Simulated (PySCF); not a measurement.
Vertical excitations of a molecule C5H5F from TDA-PBE/def2-SVPD in PySCF, as energy in eV (oscillator strength): 4.58 (0.000), 4.94 (0.000), 5.38 (0.496), 5.79 (0.001), 6.17 (0.004), 6.20 (0.002), 6.56 (0.001), 6.97 (0.000), 7.00 (0.000), 7.02 (0.119). Lowest triplet (TDA): 2.95 eV. Geometry optimised at B3LYP-D3(BJ)/def2-SVP. One conformer was computed; it need not be the lowest.

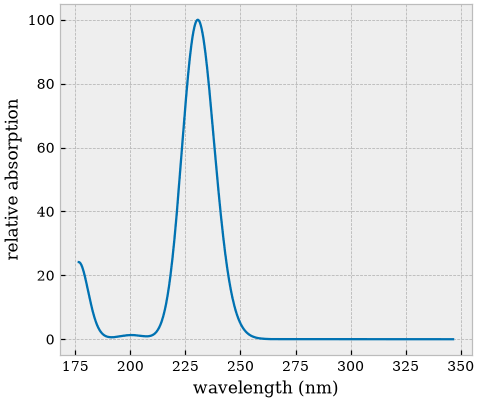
Figure. The lines broadened by 0.4 eV.

Q: Pick the molecule that these values belong to.
A) C=C=C/C=C/F
B) C#CCC(=C)F
C) C#C/C=C(/C)F
D) C#C[C@H]1C[C@H]1F

A: A, C=C=C/C=C/F
